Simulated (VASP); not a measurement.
Band structure of HfZr$_{3}$C$_{4}$ (ordered alloy cell). Method: PBEsol GGA, VASP's PBE PAW potentials (set 64) (plane waves; VASP).

Unless said otherwise, spin-orbit coupling is left out, though it shifts the bands of the heavy elements here.

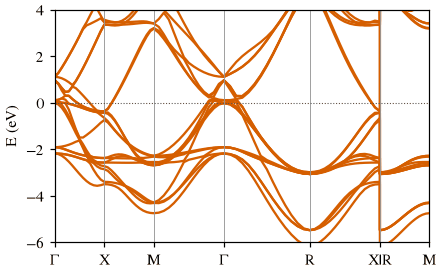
Figure: Bands along high-symmetry lines, zero at the valence-band maximum or, without a gap, the Fermi level

Read the plot: is there a gap, and where are the band edges?

It has no gap at this level: it comes out as a metal or semimetal. (Edges off the drawn lines would not show.)

The structure was generated: HfZr3C4 was put into an ordered model structure (Pm-3m), which need not be its known phase. It was relaxed first.
